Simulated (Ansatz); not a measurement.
# How Sr(100) screens a field

Where does the screening charge of Sr(100) sit?

Method: plane-wave DFT, PBE, Ansatz PAW, in Ansatz 0.2.0.

### Step 1. The starting structure

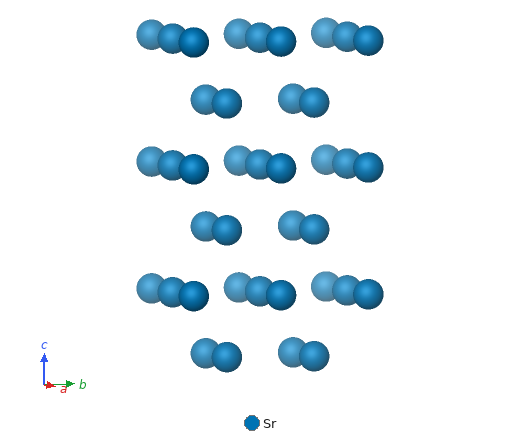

The starting structure, seen from the side, with the c axis up (strontium blue). 2×2×1 cells are drawn. Some periodic images of atoms are drawn too.

The cell holds 6 atoms: 6 Sr. Its edges and angles: a = 4.299 Å, b = 4.299 Å, c = 33.200 Å, α = 90.0°, β = 90.0°, γ = 90.0°. Vacuum lies along c.

Structure file:

```cif
data_structure
_symmetry_space_group_name_H-M 'P 1'
_symmetry_Int_Tables_number 1
_cell_length_a 4.2992
_cell_length_b 4.2992
_cell_length_c 33.2000
_cell_angle_alpha 90.000
_cell_angle_beta 90.000
_cell_angle_gamma 90.000
_cell_volume 613.64
loop_
_atom_site_label
_atom_site_type_symbol
_atom_site_fract_x
_atom_site_fract_y
_atom_site_fract_z
_atom_site_occupancy
Sr1 Sr 0.50000 0.50000 0.27108 1
Sr2 Sr 0.00000 0.00000 0.36265 1
Sr3 Sr 0.50000 0.50000 0.45422 1
Sr4 Sr 0.00000 0.00000 0.54578 1
Sr5 Sr 0.50000 0.50000 0.63735 1
Sr6 Sr 0.00000 0.00000 0.72892 1
```

### Step 2. Atoms held, field 0

A sawtooth potential applies the field, turning back in the middle of the vacuum. With the dipole correction the typed value is the field outside the slab. The induced dipole is small, so the SCF threshold is tight.

Input file input.yaml:

```yaml
crystal:
  lattice:
    - [4.2992092296, 0.0, 0.0]
    - [0.0, 4.2992092296, 0.0]
    - [0.0, 0.0, 33.2]
  atoms:
    - { symbol: Sr, position: [0.5, 0.5, 0.2710843373] }
    - { symbol: Sr, position: [0.0, 0.0, 0.3626506024] }
    - { symbol: Sr, position: [0.5, 0.5, 0.4542168675] }
    - { symbol: Sr, position: [0.0, 0.0, 0.5457831325] }
    - { symbol: Sr, position: [0.5, 0.5, 0.6373493976] }
    - { symbol: Sr, position: [0.0, 0.0, 0.7289156627] }
kpoints:
  mp_grid: { grid: [12, 12, 1] }
hamiltonian:
  xc: pbe
scf:
  occupations: { method: fermi_dirac, width: 0.1 }
  convergence: { dr2_threshold: 1.0e-10 }
efield:
  axis: 3
  dipole_correction: true
  ramp_position: 0.97
  ramp_width: 0.06
  amplitude: 0
output:
  forces: true
  write_potential: true
  write_density: true
  volumetric_format: npy
```

Launch:

```console
$ ansatz run input.yaml --threads 2 --pin off --max-ram 3072MiB --backend cpu --events-out ev --progress --plain --runs-dir out
```

Numbers of over 12 decimals in the logs are rounded to 6 here.

What it wrote:

```text
Engine: ansatz 0.2.0, aarch64-unknown-linux-gnu
Pseudopotentials: kind: paw
Pseudopotential: Sr, paw, valence charge 10, recommended cutoff 420 eV (normal), Sr.paw.azcp
Functional definition: PBE
  parameter kappa = 0.804
  parameter beta = 0.066725
  exchange = pbe_x(kappa = kappa, mu = beta*pi^2/3)
  correlation = pbe_c(beta = beta)
Crystal: 6 atoms, lattice volume = 613.642 Å³
Basis set: ecut = 420 eV, 11911 PW (Γ), exchange–correlation on 60×60×450 points (8 copies of the dense FFT grid, shifted against one another)
Bands: 36, of which v1, the nominal top of the filled ones, is band 30 counted from 1 (29 counted from 0)
Symmetry: 8 space group operations
k-points: 28 of 144
Non-local potential: Sr, projectors of the file, l = 0: 3, l = 1: 2, l = 2: 2
PAW form: soft (Blöchl's): semilocal exchange-correlation on the pseudo side does not see the compensation charge
PAW one-centre angular grid: Sr, 110 points (default); XC on 64 Gauss nodes
Initial density: superposition of atomic densities (neutral atoms: chi_scale 0, normalization atom), corrected by the library's trained network
Initial wavefunctions: pseudopotential atomic-orbital guess
Functional: x = pbe(κ = 0.804, μ = 0.219515), c = pbe(β = 0.066725)
SCF iter   1: F=—  HF=-21264.760695 eV  |F-HF|=—  |Δ(HF+E_count)|=         —  Δρ=2.98e-3  dr2=4.37e0  ethr=1.77e-3  p=0.000 e·Å  D=6.48e-14 V/Å  ΔV_dip=-0.00 eV  dr2_dipole=1.87e-9  V_vac-E_F(+/−)=2.27/2.27 eV  ⟨swp⟩=14.8  Hψ=14844  notcnv=0
efield: sawtooth ramp at fractional position 0.9700 (set: `efield.ramp_position`, or a place that a band, a saddle search or an elastic batch's reference lends), width 0.0600; the density the first Hamiltonian is built on has a dipole p = 0.000 e·Å; the dipole correction subtracts the counter field D = 6.48e-14 V/Å, which shifts the + side's vacuum level by -0.00 eV against the − side's; the planar-averaged density in the ramp window peaks in size at 8.8e-7 e/Å³
automatic band count: the SCF goes on with 42 bands, as 36 were too few: the levels above may hold too much charge
preconditioner: auto → LDOS  [metal: Δε(μ)=0.007 eV  Ē_g=2.173 eV  σ=0.100 eV  W_gap=0.02  n_scr=70 (ndim 8)  ℏωp=5.2 eV  f_vac=0.395  D(μ)=8.30/eV (n_scr^D=36)  β→1.0]
SCF iter   2: F=—  HF=-21264.650725 eV  |F-HF|=—  |Δ(HF+E_count)|=   1.10e-1  Δρ=8.66e-4  dr2=1.24e-2  ethr=1.77e-3  p=-0.000 e·Å  D=-8.41e-5 V/Å  ΔV_dip=0.00 eV  dr2_dipole=1.49e-4  V_vac-E_F(+/−)=2.54/2.54 eV  ⟨swp⟩=2.6  Hψ=1492  notcnv=0
SCF iter   3: F=—  HF=-21264.652463 eV  |F-HF|=—  |Δ(HF+E_count)|=   1.74e-3  Δρ=5.38e-4  dr2=9.79e-3  ethr=2.06e-5  p=-0.000 e·Å  D=-2.51e-5 V/Å  ΔV_dip=0.00 eV  dr2_dipole=6.52e-5  V_vac-E_F(+/−)=2.55/2.55 eV  ⟨swp⟩=2.4  Hψ=2158  notcnv=0
SCF iter   4: F=—  HF=-21264.652022 eV  |F-HF|=—  |Δ(HF+E_count)|=   4.42e-4  Δρ=1.52e-4  dr2=3.05e-4  ethr=1.63e-5  p=-0.000 e·Å  D=-8.27e-6 V/Å  ΔV_dip=0.00 eV  dr2_dipole=1.20e-5  V_vac-E_F(+/−)=2.55/2.55 eV  ⟨swp⟩=2.4  Hψ=1850  notcnv=0
SCF iter   5: F=—  HF=-21264.652038 eV  |F-HF|=—  |Δ(HF+E_count)|=   1.67e-5  Δρ=3.16e-5  dr2=1.12e-5  ethr=5.08e-7  p=0.000 e·Å  D=3.34e-5 V/Å  ΔV_dip=-0.00 eV  dr2_dipole=1.37e-7  V_vac-E_F(+/−)=2.55/2.55 eV  ⟨swp⟩=2.0  Hψ=1898  notcnv=0
SCF iter   6: F=—  HF=-21264.651994 eV  |F-HF|=—  |Δ(HF+E_count)|=   4.45e-5  Δρ=8.27e-6  dr2=2.11e-6  ethr=1.86e-8  p=0.000 e·Å  D=3.10e-6 V/Å  ΔV_dip=-0.00 eV  dr2_dipole=1.45e-7  V_vac-E_F(+/−)=2.55/2.55 eV  ⟨swp⟩=2.5  Hψ=2064  notcnv=0
SCF iter   7: F=—  HF=-21264.651752 eV  |F-HF|=—  |Δ(HF+E_count)|=   2.42e-4  Δρ=3.84e-6  dr2=1.89e-7  ethr=3.51e-9  p=0.000 e·Å  D=4.44e-6 V/Å  ΔV_dip=-0.00 eV  dr2_dipole=1.95e-8  V_vac-E_F(+/−)=2.55/2.55 eV  ⟨swp⟩=2.0  Hψ=1774  notcnv=0
SCF iter   8: F=—  HF=-21264.651752 eV  |F-HF|=—  |Δ(HF+E_count)|=   3.13e-8  Δρ=1.09e-6  dr2=3.16e-8  ethr=3.15e-10  p=0.000 e·Å  D=8.90e-7 V/Å  ΔV_dip=-0.00 eV  dr2_dipole=5.83e-9  V_vac-E_F(+/−)=2.55/2.55 eV  ⟨swp⟩=2.1  Hψ=1889  notcnv=0
SCF iter   9: F=—  HF=-21264.651752 eV  |F-HF|=—  |Δ(HF+E_count)|=   1.12e-8  Δρ=2.96e-7  dr2=2.16e-9  ethr=5.26e-11  p=0.000 e·Å  D=5.80e-7 V/Å  ΔV_dip=-0.00 eV  dr2_dipole=3.91e-10  V_vac-E_F(+/−)=2.55/2.55 eV  ⟨swp⟩=2.2  Hψ=1564  notcnv=0
SCF iter  10: F=—  HF=-21264.651752 eV  |F-HF|=—  |Δ(HF+E_count)|=  6.15e-10  Δρ=9.03e-8  dr2=1.08e-10  ethr=3.60e-12  p=0.000 e·Å  D=1.25e-7 V/Å  ΔV_dip=-0.00 eV  dr2_dipole=2.29e-11  V_vac-E_F(+/−)=2.55/2.55 eV  ⟨swp⟩=2.4  Hψ=1978  notcnv=0
SCF iter  11: F=-21264.651752 eV  HF=-21264.651752 eV  |F-HF|=9.46e-11  |Δ(HF+E_count)|=  2.18e-11  Δρ=2.92e-8  dr2=1.84e-11  ethr=1.00e-12  p=0.000 e·Å  D=5.52e-8 V/Å  ΔV_dip=-0.00 eV  dr2_dipole=3.41e-12  V_vac-E_F(+/−)=2.55/2.55 eV  ⟨swp⟩=13.0  Hψ=7672  notcnv=0
SCF 1 converged in 11 iterations: F = -21264.651752 eV  dr2 = 1.84e-11
  greatest PAW one-centre occupation: 0.988 electrons in one spin orbital (limit 2), on the Sr atom at site 0 (counted from 0), in its partial waves of l = 0
WARN: The output density's exchange-correlation potential varies sharply where the density is thin. Do not read a vacuum level from v_tot or v_xc, or from such a field of the output density. On a cell that repeats whose density bears no net charge and no dipole along the vacuum's axis use v_es (v_loc + v_h of the components); under efield.dipole_correction with no amplitude use v_es + v_field, which holds any externa [...]
SCF converged after 11 iterations
Free energy (F): -21264.651752 eV
Harris-Foulkes:  -21264.651752 eV  (|F-HF|=9.46e-11)
Internal energy: -21264.392697 eV  (E = F + TS)
E sigma→0 (E₀):  -21264.522224 eV
Entropy (-TS):   -0.259054 eV (-43.176 meV/atom)
Fermi energy:    1.624011 eV
Dipole field:    D = 0.000001 V/Å  (p = 0.000005 e·Å, saw-weighted, corrected)
Work function:   Φ+ = 2.5514 eV   Φ− = 2.5514 eV
Levels:          The Fermi level and band energies are counted from a zero that moves with the ramp; work functions are not
--- Per-component energies (eV) ---
  E_band       = -1032.062325
  E_kinetic    = 1445.283704
  E_local      = -24950.028010  (includes V_loc(G=0)·N_el)
  E_nonlocal   = 1217.298787
  E_hartree    = 11226.260657
  E_xc         = -1025.395846
  E_vxc        = -952.838807  (∫ρ·V_xc dr)
  E_paw        = -16168.294028  (= ΣΔE_a)
  E_vpaw       = -244.299335  (= ΣTr[D̂ρ^β])
  E_aug_tail   = -0.000007  (compensation charges beyond the density's cutoff)
  E_efield     = 0.000000  (sawtooth field / dipole correction)
  E_vefield    = 0.000000  (∫n·V_field dr)
  E_ewald      = 6990.482046
  E_smearing   = -0.259054  (= −TS)
  E_closure    = -0.000000  (closes the sum)
  Σ components = -21264.651752   (vs F -21264.651752, Δ=0.00e0)
--- Forces (eV/Å), atoms counted from 1 ---
  atom   1  Sr    -0.00000000     0.00000000     0.08112241
  atom   2  Sr     0.00000000     0.00000000    -0.05443318
  atom   3  Sr    -0.00000000     0.00000000    -0.00032762
  atom   4  Sr     0.00000000     0.00000000     0.00032764
  atom   5  Sr    -0.00000000     0.00000000     0.05443274
  atom   6  Sr     0.00000000     0.00000000    -0.08112197
  max |Σ_I F_I| component: 2.79e-8 eV/Å
--- Band table (eV; the first three rows and the last of 28) ---
  k-point 0: bands = [... 26 lower, -1.0864, -0.4485, 0.2435, 0.8047, 2.0601, 2.0861, 2.0934, 2.1930, ... 8 higher]
  k-point 1: bands = [... 26 lower, -1.0200, -0.3852, 0.3052, 0.8682, 2.0658, 2.1100, 2.1229, 2.1984, ... 8 higher]
  k-point 2: bands = [... 26 lower, -0.8269, -0.2038, 0.4802, 1.0488, 2.0301, 2.1436, 2.1937, 2.2162, ... 8 higher]
  k-point 27: bands = [... 26 lower, 1.3736, 1.3736, 1.6502, 1.6502, 2.0281, 2.0281, 2.0784, 2.0784, ... 8 higher]
```

Run time: 69 s. Hardware: 2 threads of Arm Neoverse V1, shared host; peak memory 0.94 GiB.

Reading the cycles: dr2 is the Hartree energy of the density residual (eV), the measure of convergence; HF is the Harris–Foulkes estimate of the energy, which meets the free energy F at convergence.

Numbers from this step:

* energy at zero smearing: -21264.5222 eV
* work function, upper face: 2.551 eV
* dipole along the normal: 5.00e-6 e·Å

Running mean over 3.04 Å of the planar mean; the ramp of the sawtooth is left out. Table of electron's electrostatic potential energy less the Fermi level by z:

| z (Å) | electron's electrostatic potential energy less the Fermi level (eV) |
| --- | --- |
| 5.0 | 2.50 |
| 7.5 | -1.20 |
| 10.0 | -4.02 |
| 12.5 | -3.89 |
| 15.0 | -3.93 |
| 17.5 | -3.93 |
| 20.0 | -3.91 |
| 22.5 | -3.93 |
| 25.0 | -3.60 |
| 27.5 | 2.36 |

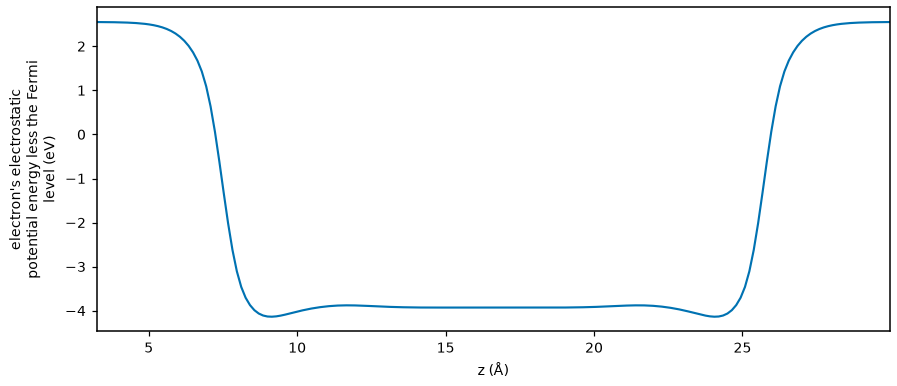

Electron's electrostatic potential energy less the Fermi level, plotted against z.

Force by atom:

| atom | x (eV/Å) | y (eV/Å) | z (eV/Å) | size |
| --- | --- | --- | --- | --- |
| Sr1 | 0.0000 | 0.0000 | 0.0811 | 0.0811 |
| Sr2 | 0.0000 | 0.0000 | -0.0544 | 0.0544 |
| Sr3 | 0.0000 | 0.0000 | -0.0003 | 0.0003 |
| Sr4 | 0.0000 | 0.0000 | 0.0003 | 0.0003 |
| Sr5 | 0.0000 | 0.0000 | 0.0544 | 0.0544 |
| Sr6 | 0.0000 | 0.0000 | -0.0811 | 0.0811 |

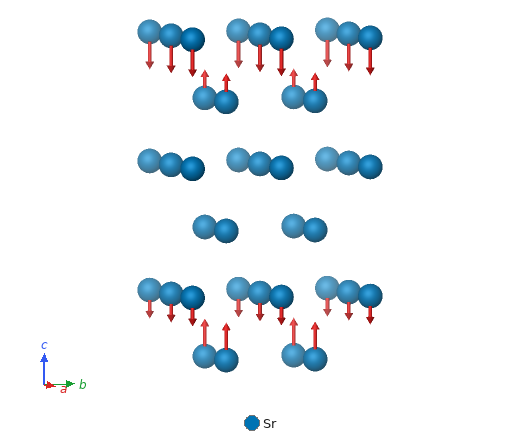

Force as arrows, the longest 0.0811 eV/Å. 2×2×1 cells are drawn. Some periodic images of atoms are drawn too.

The work function of the upper face is 2.55 eV.

### Step 3. Atoms held, field 0.03 V/Å

input.yaml: that of step 2 with these lines changed.

```diff
@@ -24,3 +24,3 @@
   ramp_width: 0.06
-  amplitude: 0
+  amplitude: 0.03
 output:
```

What it wrote:

```text
[...]
Crystal: 6 atoms, lattice volume = 613.642 Å³
Basis set: ecut = 420 eV, 11911 PW (Γ), exchange–correlation on 60×60×450 points (8 copies of the dense FFT grid, shifted against one another)
Bands: 36, of which v1, the nominal top of the filled ones, is band 30 counted from 1 (29 counted from 0)
Symmetry: 8 space group operations
k-points: 28 of 144
[...]
k-point 0: bands = [... 26 lower, -1.0866, -0.4487, 0.2433, 0.8045, 2.0599, 2.0737, 2.1054, 2.1928, ... 8 higher]
  k-point 1: bands = [... 26 lower, -1.0202, -0.3854, 0.3051, 0.8680, 2.0653, 2.1009, 2.1318, 2.1982, ... 8 higher]
  k-point 2: bands = [... 26 lower, -0.8270, -0.2039, 0.4801, 1.0486, 2.0298, 2.1426, 2.1906, 2.2197, ... 8 higher]
  k-point 27: bands = [... 26 lower, 1.3732, 1.3736, 1.6500, 1.6501, 2.0279, 2.0279, 2.0782, 2.0782, ... 8 higher]
[key lines of the parts left out:]
SCF converged after 14 iterations
Free energy (F): -21264.652695 eV
Fermi energy:    1.623822 eV
Dipole field:    D = 0.018535 V/Å  (p = 0.062855 e·Å, saw-weighted, corrected)
```

The job ended after 77 s (2 threads; peak memory 0.93 GiB; 2.5 min of CPU time).

The dipole is 0.0629 e·Å.

### Step 4. Single point, field -0.03 V/Å

input.yaml: that of step 3 with these lines changed.

```diff
@@ -24,3 +24,3 @@
   ramp_width: 0.06
-  amplitude: 0.03
+  amplitude: -0.03
 output:
```

What it wrote:

```text
[...]
Crystal: 6 atoms, lattice volume = 613.642 Å³
Basis set: ecut = 420 eV, 11911 PW (Γ), exchange–correlation on 60×60×450 points (8 copies of the dense FFT grid, shifted against one another)
Bands: 36, of which v1, the nominal top of the filled ones, is band 30 counted from 1 (29 counted from 0)
Symmetry: 8 space group operations
k-points: 28 of 144
[...]
k-point 0: bands = [... 26 lower, -1.0866, -0.4487, 0.2433, 0.8045, 2.0599, 2.0737, 2.1054, 2.1928, ... 8 higher]
  k-point 1: bands = [... 26 lower, -1.0202, -0.3854, 0.3051, 0.8680, 2.0653, 2.1009, 2.1318, 2.1982, ... 8 higher]
  k-point 2: bands = [... 26 lower, -0.8270, -0.2040, 0.4801, 1.0486, 2.0298, 2.1426, 2.1906, 2.2197, ... 8 higher]
  k-point 27: bands = [... 26 lower, 1.3732, 1.3736, 1.6500, 1.6501, 2.0279, 2.0279, 2.0782, 2.0782, ... 8 higher]
[key lines of the parts left out:]
SCF converged after 14 iterations
Free energy (F): -21264.652695 eV
Fermi energy:    1.623821 eV
Dipole field:    D = -0.018540 V/Å  (p = -0.062874 e·Å, saw-weighted, corrected)
```

Wall time 93 s (2 threads); peak memory 0.93 GiB; 2.5 min of CPU time.

The dipole is -0.0629 e·Å.

### Step 5. Single point, field 0.1 V/Å

input.yaml: that of step 4 with these lines changed.

```diff
@@ -24,3 +24,3 @@
   ramp_width: 0.06
-  amplitude: -0.03
+  amplitude: 0.1
 output:
```

What it wrote:

```text
[...]
Crystal: 6 atoms, lattice volume = 613.642 Å³
Basis set: ecut = 420 eV, 11911 PW (Γ), exchange–correlation on 60×60×450 points (8 copies of the dense FFT grid, shifted against one another)
Bands: 36, of which v1, the nominal top of the filled ones, is band 30 counted from 1 (29 counted from 0)
Symmetry: 8 space group operations
k-points: 28 of 144
[...]
k-point 0: bands = [... 26 lower, -1.0884, -0.4504, 0.2415, 0.8026, 2.0354, 2.0580, 2.1387, 2.1909, ... 8 higher]
  k-point 1: bands = [... 26 lower, -1.0220, -0.3872, 0.3032, 0.8661, 2.0551, 2.0739, 2.1619, 2.1966, ... 8 higher]
  k-point 2: bands = [... 26 lower, -0.8288, -0.2057, 0.4782, 1.0467, 2.0265, 2.1327, 2.1762, 2.2386, ... 8 higher]
  k-point 27: bands = [... 26 lower, 1.3710, 1.3721, 1.6481, 1.6483, 2.0260, 2.0260, 2.0764, 2.0764, ... 8 higher]
[key lines of the parts left out:]
SCF converged after 15 iterations
Free energy (F): -21264.662231 eV
Fermi energy:    1.621910 eV
Dipole field:    D = 0.061812 V/Å  (p = 0.209616 e·Å, saw-weighted, corrected)
```

The job ended after 94 s (2 threads; peak memory 0.92 GiB).

The dipole is 0.210 e·Å.

### Step 6. Single point, field -0.1 V/Å

input.yaml: that of step 5 with these lines changed.

```diff
@@ -24,3 +24,3 @@
   ramp_width: 0.06
-  amplitude: 0.1
+  amplitude: -0.1
 output:
```

What it wrote:

```text
[...]
Crystal: 6 atoms, lattice volume = 613.642 Å³
Basis set: ecut = 420 eV, 11911 PW (Γ), exchange–correlation on 60×60×450 points (8 copies of the dense FFT grid, shifted against one another)
Bands: 36, of which v1, the nominal top of the filled ones, is band 30 counted from 1 (29 counted from 0)
Symmetry: 8 space group operations
k-points: 28 of 144
[...]
k-point 0: bands = [... 26 lower, -1.0884, -0.4504, 0.2415, 0.8026, 2.0354, 2.0580, 2.1387, 2.1909, ... 8 higher]
  k-point 1: bands = [... 26 lower, -1.0220, -0.3872, 0.3032, 0.8661, 2.0551, 2.0739, 2.1619, 2.1966, ... 8 higher]
  k-point 2: bands = [... 26 lower, -0.8288, -0.2057, 0.4782, 1.0467, 2.0265, 2.1327, 2.1762, 2.2386, ... 8 higher]
  k-point 27: bands = [... 26 lower, 1.3710, 1.3721, 1.6481, 1.6483, 2.0260, 2.0260, 2.0764, 2.0764, ... 8 higher]
[key lines of the parts left out:]
SCF converged after 15 iterations
Free energy (F): -21264.662231 eV
Fermi energy:    1.621909 eV
Dipole field:    D = -0.061814 V/Å  (p = -0.209625 e·Å, saw-weighted, corrected)
```

The job ended after 79 s (2 threads; peak memory 0.93 GiB).

The dipole is -0.210 e·Å.

### Step 7. Single point, field 0.15 V/Å

input.yaml: that of step 6 with these lines changed.

```diff
@@ -24,3 +24,3 @@
   ramp_width: 0.06
-  amplitude: -0.1
+  amplitude: 0.15
 output:
@@ -30 +30,2 @@
   volumetric_format: npy
+  elf: true
```

What it wrote:

```text
[...]
Crystal: 6 atoms, lattice volume = 613.642 Å³
Basis set: ecut = 420 eV, 11911 PW (Γ), exchange–correlation on 60×60×450 points (8 copies of the dense FFT grid, shifted against one another)
Bands: 36, of which v1, the nominal top of the filled ones, is band 30 counted from 1 (29 counted from 0)
Symmetry: 8 space group operations
k-points: 28 of 144
[...]
k-point 0: bands = [... 26 lower, -1.0909, -0.4529, 0.2390, 0.8000, 2.0061, 2.0554, 2.1610, 2.1883, ... 8 higher]
  k-point 1: bands = [... 26 lower, -1.0245, -0.3897, 0.3007, 0.8635, 2.0320, 2.0666, 2.1816, 2.1951, ... 8 higher]
  k-point 2: bands = [... 26 lower, -0.8314, -0.2082, 0.4757, 1.0441, 2.0216, 2.1192, 2.1678, 2.2533, ... 8 higher]
  k-point 27: bands = [... 26 lower, 1.3681, 1.3698, 1.6454, 1.6458, 2.0233, 2.0233, 2.0738, 2.0738, ... 8 higher]
[key lines of the parts left out:]
SCF converged after 15 iterations
Free energy (F): -21264.675336 eV
Fermi energy:    1.619240 eV
Dipole field:    D = 0.092761 V/Å  (p = 0.314572 e·Å, saw-weighted, corrected)
```

Run time: 86 s. Hardware: 2 threads; peak memory 0.93 GiB.

Running mean over 3.04 Å of the planar mean, with the applied field; the ramp of the sawtooth is left out. Table of electron's electrostatic potential energy less the Fermi level by z:

| z (Å) | electron's electrostatic potential energy less the Fermi level (eV) |
| --- | --- |
| 4 | 2.20 |
| 6 | 2.15 |
| 8 | -3.17 |
| 10 | -4.02 |
| 12 | -3.88 |
| 14 | -3.93 |
| 16 | -3.93 |
| 18 | -3.93 |
| 20 | -3.91 |
| 22 | -3.89 |
| 24 | -4.13 |
| 26 | 0.193 |
| 28 | 2.67 |

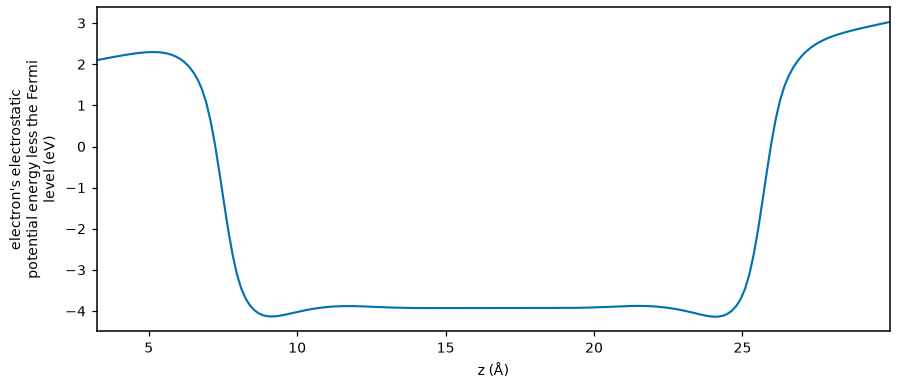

Electron's electrostatic potential energy less the Fermi level, plotted against z.

The dipole is 0.315 e·Å.

(Part 1 of 2 ends here.)

[Logs are printed without paths, hosts, clocks, repeated set-up lines and the standing remarks that a program may print on its own settings, such as how far it seeks lower states.]

[Hosts, paths, dates, database ids (printed as entryN), source tags and the programs' standing remarks are cut or masked in the printed files.]

[Maps of the electrostatic potential energy from Ansatz leave out the sawtooth potential of an applied field or a dipole correction, so their vacuum need not be flat; planar profiles and work functions include it.]
